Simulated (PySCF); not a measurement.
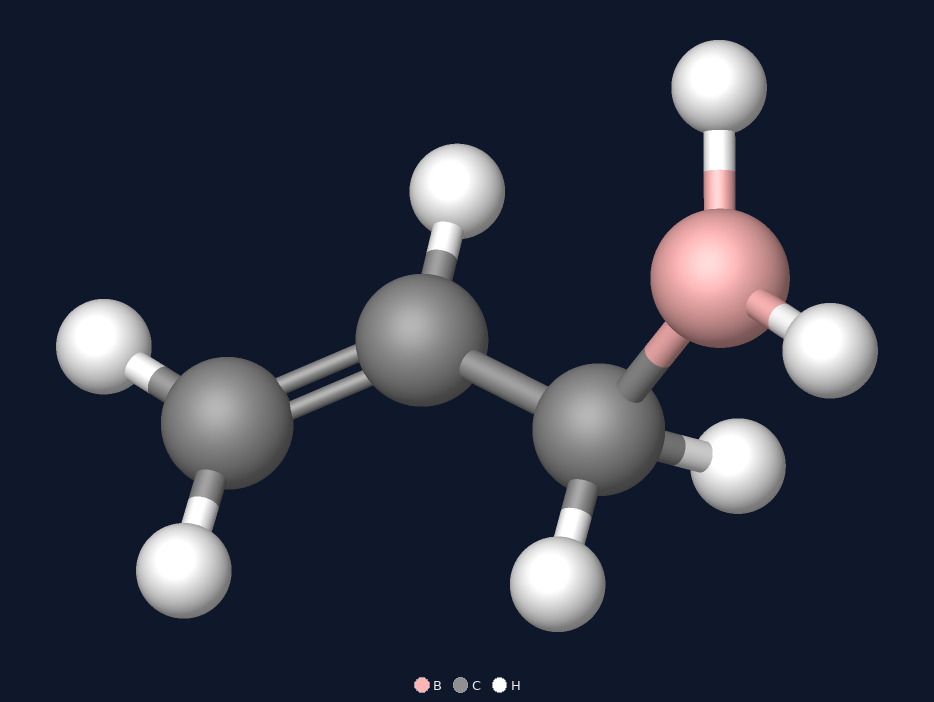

Figure made from data computed with PySCF.

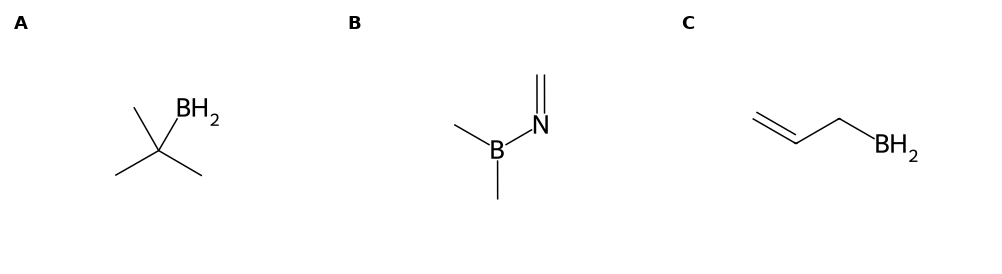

Which structural formula matches the 3D model?

Answer. C, `BCC=C`.
